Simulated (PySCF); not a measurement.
SMILES Cc1ccc(S)cc1 (C₇H₈S), GFN2-xTB optimised geometry. Atoms within 1.6 Å of the plane z = 0.8 Å (x, y, z in Å): C1 (-1.67, -2.19, -0.01), C2 (-0.89, -0.91, 0.00), C3 (-1.55, 0.32, 0.00), C4 (-0.85, 1.51, 0.00), C5 (0.54, 1.49, 0.00), S6 (1.40, 3.03, 0.00), C7 (1.22, 0.28, 0.00), C8 (0.50, -0.91, 0.00), H9 (-1.02, -3.03, 0.21), H10 (-2.47, -2.15, 0.72), H12 (-2.63, 0.34, 0.00), H13 (-1.37, 2.45, 0.00), H14 (2.63, 2.51, 0.00), H15 (2.30, 0.25, 0.00), H16 (1.04, -1.84, 0.00).

Method: PBE0/def2-TZVP in PySCF.

Map of the HOMO−1 amplitude (bohr^(-3/2)) on the plane z = 0.8 Å; orbital energy -7.45 eV, overall sign arbitrary:

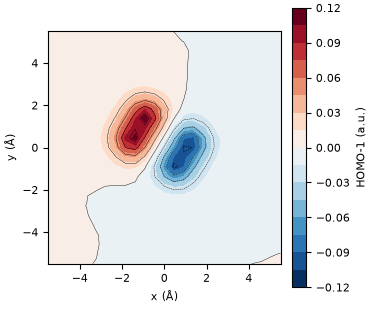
*HOMO−1 amplitude (bohr^(-3/2)) on the plane z = 0.8 Å.*
